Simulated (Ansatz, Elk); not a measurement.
**How far do independent atoms describe SrB4Au3?**

The structure of SrB4Au3 used here is made up (a known structure type with other elements) and was relaxed beforehand with PBE. The aim is the Fourier transform of its all-electron density, F(hkl), set beside the sum over free spherical atoms that refinements use.

Program: Elk 11.2.3 (patched build). Level of theory: DFT, PBE, all-electron APW+lo, Dirac cores, scalar-relativistic bands, static density, no spin. Results are calculated unless marked as measured.

The structure was built from a prototype and need not be the compound's stable phase.

### Step 1. The starting structure

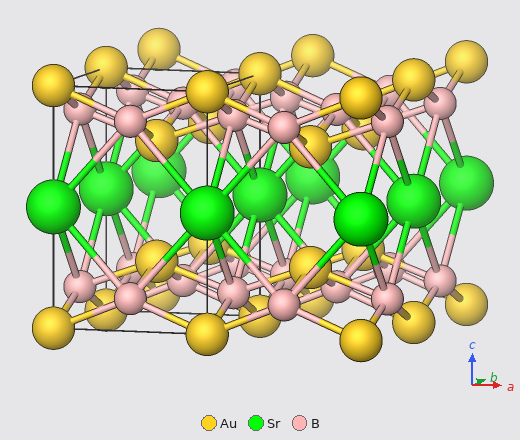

The starting structure, seen slightly off an axis (gold yellow, strontium green, boron pink). 2×2×1 cells are drawn. Some periodic images of atoms are drawn too.

Structure file:

```cif
data_structure
_symmetry_space_group_name_H-M 'P 1'
_symmetry_Int_Tables_number 1
_cell_length_a 4.3029
_cell_length_b 4.3029
_cell_length_c 6.4666
_cell_angle_alpha 90.000
_cell_angle_beta 90.000
_cell_angle_gamma 90.000
_cell_volume 119.73
loop_
_atom_site_label
_atom_site_type_symbol
_atom_site_fract_x
_atom_site_fract_y
_atom_site_fract_z
_atom_site_occupancy
Au1 Au 0.00000 0.00000 0.00000 1
Au2 Au 0.50000 0.50000 0.74890 1
Au3 Au 0.50000 0.50000 0.25110 1
Sr4 Sr 0.00000 0.00000 0.50000 1
B5 B 0.50000 0.00000 0.86554 1
B6 B 0.50000 0.00000 0.13446 1
B7 B 0.00000 0.50000 0.86554 1
B8 B 0.00000 0.50000 0.13446 1
```

### Step 2. Ground state and structure factors

An all-electron density is needed, since X-rays see the cores too. Task 0 finds the density and task 195 Fourier-transforms it; tshift is off so that phases refer to the origin typed.

Input file elk.in:

```
tasks
  0
  195

xctype
  20

spinpol
  .false.

rgkmax
  7.0

gmaxvr
  14.0

lmaxo
  7

lmaxapw
  8

swidth
  0.002

tshift
  .false.

ramdisk
  .false.

hmaxvr
  5.5

maxscl
  120

epspot
  1e-06

sppath
  './'

avec
  8.13134807702 0.00000000000 0.00000000000
  0.00000000000 8.13134807702 0.00000000000
  0.00000000000 0.00000000000 12.22012827785

atoms
  3
  'Au.in'
  3
  0.0000000000 0.0000000000 0.0000000000   0.000000 0.000000 0.000000
  0.5000000000 0.5000000000 0.7489008003   0.000000 0.000000 0.000000
  0.5000000000 0.5000000000 0.2510991997   0.000000 0.000000 0.000000
  'Sr.in'
  1
  -0.0000000000 -0.0000000000 0.5000000000   0.000000 0.000000 0.000000
  'B.in'
  4
  0.5000000000 -0.0000000000 0.8655413312   0.000000 0.000000 0.000000
  0.5000000000 0.0000000000 0.1344586688   0.000000 0.000000 0.000000
  0.0000000000 0.5000000000 0.8655413312   0.000000 0.000000 0.000000
  0.0000000000 0.5000000000 0.1344586688   0.000000 0.000000 0.000000

ngridk
  5 5 4
```

Command:

```
$ OMP_NUM_THREADS=4 elk
```

Numbers of over 12 decimals in the logs are rounded to 6 here.

Log:

```text
┌─────────────────────────┐
│ Elk code version 11.2.3 │
└─────────────────────────┘

All units are atomic (Hartree, Bohr, etc.)

┌─────────────────────────────────────────────────┐
│ Ground-state run starting from atomic densities │
└─────────────────────────────────────────────────┘

Lattice vectors :
   8.131348077       0.000000000       0.000000000
   0.000000000       8.131348077       0.000000000
   0.000000000       0.000000000       12.22012828

Reciprocal lattice vectors :
  0.7727113939       0.000000000       0.000000000
   0.000000000      0.7727113939       0.000000000
   0.000000000       0.000000000      0.5141668863

Unit cell volume      :    807.9804809
Brillouin zone volume :   0.3070002547

Muffin-tin inner radius fraction :   0.1000000000E-01

Nuclei treated as point charges

Species : 1 (Au)
 parameters loaded from : Au.in
 name : gold
 nuclear charge    :   -79.00000000
 electronic charge :    79.00000000
 atomic mass :    359048.0562
 muffin-tin radius :    2.592002623
 number of radial points in muffin-tin :   1393
 inner part over the whole radius :   0.9913365879E-02
 number on inner part of muffin-tin    :    998
 approximate nuclear radius :   0.1033733540E-03
 number of mesh points to nuclear radius :    526
 atomic positions (lattice), magnetic fields (Cartesian) :
  1 :   0.00000000  0.00000000  0.00000000    0.00000000  0.00000000  0.00000000
  2 :   0.50000000  0.50000000 -0.25109920    0.00000000  0.00000000  0.00000000
  3 :   0.50000000  0.50000000  0.25109920    0.00000000  0.00000000  0.00000000

Species : 2 (Sr)
 parameters loaded from : Sr.in
 name : strontium
 nuclear charge    :   -38.00000000
 electronic charge :    38.00000000
 atomic mass :    159721.4892
 muffin-tin radius :    2.600000000
 number of radial points in muffin-tin :   1193
 inner part over the whole radius :   0.9909106339E-02
 number on inner part of muffin-tin    :    847
 approximate nuclear radius :   0.8067967193E-04
 number of mesh points to nuclear radius :    415
 atomic positions (lattice), magnetic fields (Cartesian) :
  1 :   0.00000000  0.00000000  0.50000000    0.00000000  0.00000000  0.00000000

Species : 3 (B)
 parameters loaded from : B.in
 name : boron
 nuclear charge    :   -5.000000000
 electronic charge :    5.000000000
 atomic mass :    19707.24742
 muffin-tin radius :    1.618102181
 number of radial points in muffin-tin :    593
 inner part over the whole radius :   0.9810547537E-02
 number on inner part of muffin-tin    :    403
 approximate nuclear radius :   0.4534157419E-04
 number of mesh points to nuclear radius :    162
 atomic positions (lattice), magnetic fields (Cartesian) :
  1 :   0.50000000  0.00000000 -0.13445867    0.00000000  0.00000000  0.00000000
  2 :   0.50000000  0.00000000  0.13445867    0.00000000  0.00000000  0.00000000
  3 :   0.00000000  0.50000000 -0.13445867    0.00000000  0.00000000  0.00000000
  4 :   0.00000000  0.50000000  0.13445867    0.00000000  0.00000000  0.00000000

Total number of atoms per unit cell :    8
Total muffin-tin volume :    363.4418442
 ratio of muffin-tin to unit cell volume :   0.4498151289

Spin treatment :
 spin-unpolarised

Number of Bravais lattice symmetries :   16
Number of crystal symmetries         :   16
Crystal has inversion symmetry
Real symmetric eigensolver will be used

k-point grid :      5     5     4
k-point offset :    0.000000000       0.000000000       0.000000000
k-point set is reduced with full crystal symmetry group
Total number of k-points :       18

Muffin-tin radius times maximum |G+k| :    7.000000000
 using average radius
Maximum |G+k| for APW functions       :    3.323754472
Maximum (1/2)|G+k|²                   :    5.523671896
Maximum |G| for potential and density :    14.00000000
Constant for pseudocharge density :    9
 order of it for each species :   16  16  16
 order of it for pair densities of each species (exact exchange by exxq0 0: 17) :   15  15   4
Radial integration step length :    1

[...]
electron entropic           :    -0.95506372199294E-03
 total energy                :     -60427.033942210

Density of states at Fermi energy :    72.51839658
 (states/Hartree/unit cell)

Estimated indirect band gap :   0.2016336222E-02
 from k-point 8 to k-point 4
Estimated direct band gap   :   0.5402452551E-02
 at k-point 15

Charges :
 core                        :    180.0000000
 valence                     :    115.0000000
 interstitial                :    12.88248661
 muffin-tins (core leakage)
  species : 1 (Au)
[...]
species : 2 (Sr)
[...]
species : 3 (B)
[...]
total in muffin-tins        :    282.1175134
 total calculated charge     :    294.9989450
 total charge                :    295.0000000
 error                       :   0.1055035767E-02

RMS change in Kohn-Sham potential (target) :    2.946402019     (  0.1000000000E-05)
Absolute change in total energy (target)   :    3.459209538     (  0.1000000000E-03)

[... loops 3 to 18 left out ...]

┌──────────────────┐
│ Loop number : 19 │
└──────────────────┘

Energies :
 Fermi                       :     0.302496
 sum of occupied eigenvalues :     -37078.069502694
 electron kinetic            :      69037.612534615
 core electron kinetic       :      66327.868294995
 Coulomb                     :     -128242.63726261
 Coulomb potential           :     -104522.86028222
 nuclear-nuclear             :     -4906.3210039263
 electron-nuclear            :     -142235.84924837
 Hartree                     :      18899.532989681
 Madelung                    :     -75981.207121502
 xc potential                :     -1592.8217550888
 exchange                    :     -1200.6805798389
 correlation                 :     -17.193272942098
 electron entropic           :    -0.10657106185830E-02
 total energy                :     -60422.899646488

Density of states at Fermi energy :    86.58799632
 (states/Hartree/unit cell)

Estimated indirect band gap :   0.3573340695E-03
 from k-point 2 to k-point 6
Estimated direct band gap   :   0.2853266294E-02
 at k-point 9

Charges :
 core                        :    180.0000000
 valence                     :    115.0000000
 interstitial                :    11.50829760
 muffin-tins (core leakage)
  species : 1 (Au)
[...]
species : 2 (Sr)
[...]
species : 3 (B)
[...]
total in muffin-tins        :    283.4917024
 total calculated charge     :    294.9984722
 total charge                :    295.0000000
 error                       :   0.1527751844E-02

RMS change in Kohn-Sham potential (target) :   0.2574767947E-06 (  0.1000000000E-05)
Absolute change in total energy (target)   :   0.3470892989E-04 (  0.1000000000E-03)

Convergence targets achieved

┌──────────────────┐
│ Loop number : 20 │
└──────────────────┘

Energies :
 Fermi                       :     0.302496
 sum of occupied eigenvalues :     -37078.069504094
 electron kinetic            :      69037.612537613
 core electron kinetic       :      66327.868294658
 Coulomb                     :     -128242.63726863
 Coulomb potential           :     -104522.86028026
 nuclear-nuclear             :     -4906.3210039263
 electron-nuclear            :     -142235.84926230
 Hartree                     :      18899.532997597
 Madelung                    :     -75981.207128504
 xc potential                :     -1592.8217614514
 exchange                    :     -1200.6805800289
 correlation                 :     -17.193272945866
 electron entropic           :    -0.10657104514037E-02
 total energy                :     -60422.899649704

Density of states at Fermi energy :    86.58797831
 (states/Hartree/unit cell)

Estimated indirect band gap :   0.3573335400E-03
 from k-point 2 to k-point 6
Estimated direct band gap   :   0.2853280787E-02
 at k-point 9

Charges :
 core                        :    180.0000000
 valence                     :    115.0000000
 interstitial                :    11.50829752
 muffin-tins (core leakage)
  species : 1 (Au)
[...]
species : 2 (Sr)
[...]
species : 3 (B)
[...]
atom 2                    :    3.447902165     (  0.2359118470E-03)
   atom 3                    :    3.447902165     (  0.2359118470E-03)
   atom 4                    :    3.447902165     (  0.2359118470E-03)
 total in muffin-tins        :    283.4917025
 total calculated charge     :    294.9984722
 total charge                :    295.0000000
 error                       :   0.1527751534E-02

┌──────────────────────────────┐
│ Self-consistent loop stopped │
└──────────────────────────────┘

Warning : core states of species 1 leak from the muffin-tin :   0.3041436791E-03

Warning : core states of species 3 leak from the muffin-tin :   0.2359118470E-03

Wrote STATE.OUT
```

Wall time 74 s (4 threads of Arm Neoverse V1, shared host); peak memory 0.34 GiB; 3.6 min of CPU time.

SFACRHO.OUT:

```text

h k l indices transformed by vhmat matrix:
   1.000000000       0.000000000       0.000000000    
   0.000000000       1.000000000       0.000000000    
   0.000000000       0.000000000       1.000000000    

      h      k      l  multipl.   |H|            Re(F)            Im(F)           |F|

      0      0      0      1   0.0000000       295.00000      0.14476317E-16   295.00000    
      0      0     -1      2  0.51416689       51.542437     -0.38544624E-14   51.542437    
      1      0      0      4  0.77271139      -40.085327      0.18319462E-13   40.085327    
     -1      0      1      8  0.92814357       40.275062      0.38544624E-14   40.275062    
      0      0     -2      2   1.0283338      -40.580265      0.80593306E-14   40.580265    
      1      1      0      4   1.0927789       228.18640     -0.33035427E-13   228.18640    
      1     -1     -1      8   1.2076976       28.615222     -0.38544624E-14   28.615222    
     -1      0      2      8   1.2862944       232.92652      0.22425963E-13   232.92652    
     -1      1      2      8   1.5005453      -34.864789     -0.35741379E-13   34.864789    
      0      0      3      2   1.5425007       30.728277      0.10687373E-13   30.728277    
      2      0      0      4   1.5454228       231.87181     -0.32616207E-13   231.87181    
     -2      0     -1      8   1.6287109       40.880518     -0.28032454E-14   40.880518    
     -1      0     -3      8   1.7252221       32.303415     -0.96361561E-14   32.303415    
     -2      1      0      8   1.7278352      -34.740721     -0.69164857E-13   34.740721    
     -2      1     -1     16   1.8027152       35.238981     -0.21024341E-14   35.238981    
      0      2      2      8   1.8562871      -34.882071     -0.30134888E-13   34.882071    
     -1     -1     -3      8   1.8903635       42.827894     -0.89353448E-14   42.827894    
     -1      2     -2     16   2.0106926       202.96809     -0.20323529E-13   202.96809
```

Elk indexes on the primitive cell of elk.in and gives |H| = 4π sin θ/λ in inverse bohr. Below, one row stands for each form hkl of the conventional cell (m members, Friedel mates merged), F is for one primitive cell and the density is static (no thermal factor). Free-atom factors are Waasmaier and Kirfel's, and R is Σm||F|−|F'||/Σm|F|.

```
hkl   m  sin θ/λ (Å⁻¹)  abs F, DFT  neutral atoms   diff.
001   2          0.077      51.542         51.645  -0.103
100   4          0.116      40.085         40.333  -0.248
101   8          0.140      40.275         40.592  -0.317
002   2          0.155      40.580         40.571  +0.010
110   4          0.164     228.186        229.682  -1.496
111   8          0.182      28.615         29.326  -0.711
102   8          0.193     232.927        233.680  -0.753
112   8          0.226      34.865         35.088  -0.223
003   2          0.232      30.728         30.814  -0.086
200   4          0.232     231.872        232.077  -0.205
201   8          0.245      40.880         40.768  +0.112
103   8          0.259      32.303         32.413  -0.110
210   8          0.260      34.741         34.988  -0.247
211  16          0.271      35.239         35.429  -0.190
```

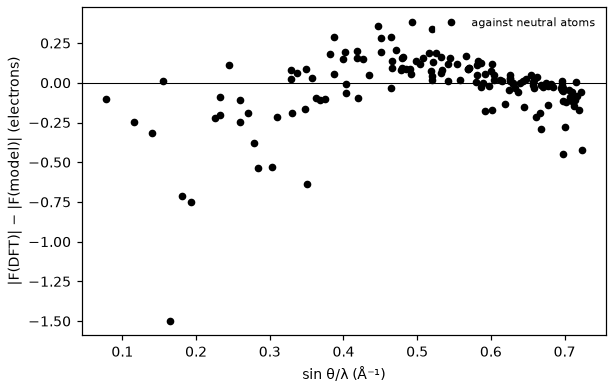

Difference between the calculated structure factors and the independent-atom ones.

### Step 3. The highest occupied states alone

An energy window below the Fermi level keeps the highest occupied states, to see at which angles they scatter; shallow core shells can lie inside it and anion s states outside. No new self-consistency is needed.

elk.in: that of step 2 with these lines changed.

```diff
@@ -1,3 +1,2 @@
 tasks
-  0
   195
@@ -40,2 +39,5 @@
 
+wsfac
+  -0.248740 0.602500
+
 sppath
```

Command:

```
$ OMP_NUM_THREADS=4 elk
```

Log:

```text
┌─────────────────────────────────┐
│ Elk code version 11.2.3 started │
└─────────────────────────────────┘

Info(readinput): the functional depends on the density's gradient
 muffin-tin radial points multiplied by    2.00000
 (not where nrmtscf is given)

┌────────────────────┐
│ Current task : 195 │
└────────────────────┘
Info(checkmt): changed muffin-tin radius of species 1 (Au) from   2.8000 to   2.5920
Info(checkmt): changed muffin-tin radius of species 3 (B) from   1.8000 to   1.6181

Info(sfacrho): density structure factors written to SFACRHO.OUT

 Energy window :  -0.2487400000      0.6025000000

┌──────────────────┐
│ Elk code stopped │
└──────────────────┘
```

The job ended after 20 s (4 threads; peak memory 0.21 GiB).

States within 15 eV below the Fermi level hold 47.00 electrons; any levels below the window count with the cores. Their amplitudes can exceed the total, where window and core parts have opposite phase:

```
hkl  sin θ/λ (Å⁻¹)  abs F, window  abs F, all
001          0.077         14.815      51.542
100          0.116          7.416      40.085
101          0.140          6.526      40.275
002          0.155          6.707      40.580
110          0.164         10.845     228.186
111          0.182          1.604      28.615
102          0.193         12.771     232.927
112          0.226          2.813      34.865
003          0.232          1.458      30.728
200          0.232         11.338     231.872
```

### Step 4. Another functional

The difference from free atoms is small, so it is set against the change that LDA (Perdew-Wang) makes.

elk.in: that of step 3 with these lines changed.

```diff
@@ -1,2 +1,3 @@
 tasks
+  0
   195
@@ -4,3 +5,3 @@
 xctype
-  20
+  3
 
@@ -39,5 +40,2 @@
 
-wsfac
-  -0.248740 0.602500
-
 sppath
```

Command:

```
$ OMP_NUM_THREADS=4 elk
```

Log:

```text
┌─────────────────────────┐
│ Elk code version 11.2.3 │
└─────────────────────────┘

All units are atomic (Hartree, Bohr, etc.)

┌─────────────────────────────────────────────────┐
│ Ground-state run starting from atomic densities │
└─────────────────────────────────────────────────┘

Lattice vectors :
   8.131348077       0.000000000       0.000000000
   0.000000000       8.131348077       0.000000000
   0.000000000       0.000000000       12.22012828

Reciprocal lattice vectors :
  0.7727113939       0.000000000       0.000000000
[...]
species : 3 (B)
[...]
atom 3                    :    3.443203060     (  0.2518461147E-03)
   atom 4                    :    3.443203060     (  0.2518461147E-03)
 total in muffin-tins        :    283.5056043
 total calculated charge     :    294.9984499
 total charge                :    295.0000000
 error                       :   0.1550053207E-02

┌──────────────────────────────┐
│ Self-consistent loop stopped │
└──────────────────────────────┘

Warning : core states of species 1 leak from the muffin-tin :   0.2978747850E-03

Warning : core states of species 3 leak from the muffin-tin :   0.2518461147E-03

Wrote STATE.OUT
[key lines of the parts left out:]
total energy                :     -60386.785740902
```

The job ended after 44 s (4 threads; peak memory 0.24 GiB).

Against the first run R = 0.02 %; the largest change is -0.062 at 228.

### Step 5. Basis size

The basis and the expansions that go with it are enlarged, to see whether the differences are converged.

elk.in: that of step 4 with these lines changed.

```diff
@@ -5,3 +5,3 @@
 xctype
-  3
+  20
 
@@ -11,12 +11,12 @@
 rgkmax
-  7.0
+  8.5
 
 gmaxvr
-  14.0
+  18.0
 
 lmaxo
-  7
+  9
 
 lmaxapw
-  8
+  10
```

Command:

```
$ OMP_NUM_THREADS=4 elk
```

Log:

```text
┌─────────────────────────┐
│ Elk code version 11.2.3 │
└─────────────────────────┘

All units are atomic (Hartree, Bohr, etc.)

┌─────────────────────────────────────────────────┐
│ Ground-state run starting from atomic densities │
└─────────────────────────────────────────────────┘

Lattice vectors :
   8.131348077       0.000000000       0.000000000
   0.000000000       8.131348077       0.000000000
   0.000000000       0.000000000       12.22012828

Reciprocal lattice vectors :
  0.7727113939       0.000000000       0.000000000
[...]
species : 3 (B)
[...]
atom 3                    :    3.452243582     (  0.2361017821E-03)
   atom 4                    :    3.452243582     (  0.2361017821E-03)
 total in muffin-tins        :    283.5124761
 total calculated charge     :    294.9982421
 total charge                :    295.0000000
 error                       :   0.1757897803E-02

┌──────────────────────────────┐
│ Self-consistent loop stopped │
└──────────────────────────────┘

Warning : core states of species 1 leak from the muffin-tin :   0.3041391297E-03

Warning : core states of species 3 leak from the muffin-tin :   0.2361017821E-03

Wrote STATE.OUT
[key lines of the parts left out:]
total energy                :     -60422.908000715
```

It took 3.3 min on 4 threads; peak memory 0.69 GiB; 10 min of CPU time.

Against the first run R = 0.00 %; the largest change is +0.012 at 424.

### Step 6. Settings against the effect

```
                              run  R against the first run (%)  R against neutral atoms, low angle (%)  wall time
                    PBE, rgkmax 7                         0.00                                    0.55       74 s
                LDA (Perdew-Wang)                         0.02                                    0.55       44 s
rgkmax 8.5 with larger expansions                         0.00                                    0.55    3.3 min
```

### Step 7. What came out

```yaml
r_against_neutral_atoms_sin_theta_lambda_0p3_a_minus1: 0.55 %
r_against_neutral_atoms_0p3_to_0p72_a_minus1: 0.19 %
```

Independent neutral atoms miss the calculated amplitudes by R = 0.55 % below 0.3 Å⁻¹ and 0.19 % from there to 0.72 Å⁻¹; by shells, 0.64 % below 0.15 Å⁻¹ (3 forms), 0.54 % 0.15 to 0.3 (13 forms), 0.23 % 0.3 to 0.45 (26 forms), 0.17 % above 0.45 (107 forms). Bonding, aspherical density and the tables' own atoms all enter these figures, and the runs don't part them. The largest change of an amplitude is -1.50 electrons, at 110. The window's part falls from 47.0 electrons at the origin to at most 0.78 between 0.45 and 0.72 Å⁻¹. Below 0.3 Å⁻¹ the changes that finished (LDA (Perdew-Wang) and rgkmax 8.5 with larger expansions) move F by R = 0.02 % at most, against the 0.55 % that separates it from free atoms. The k-mesh has no finished test. Spin-orbit coupling is left out, which can matter for elements this heavy. Part of the difference isn't bonding: the tables are fits to free atoms and ions calculated by other methods than this functional. Thermal motion, anomalous dispersion and extinction are left out.

[Logs are printed without paths, hosts, clocks, repeated set-up lines and the standing remarks that a program may print on its own settings, such as how far it seeks lower states.]

[Hosts, paths, dates, database ids (printed as entryN), source tags and the programs' standing remarks are cut or masked in the printed files.]
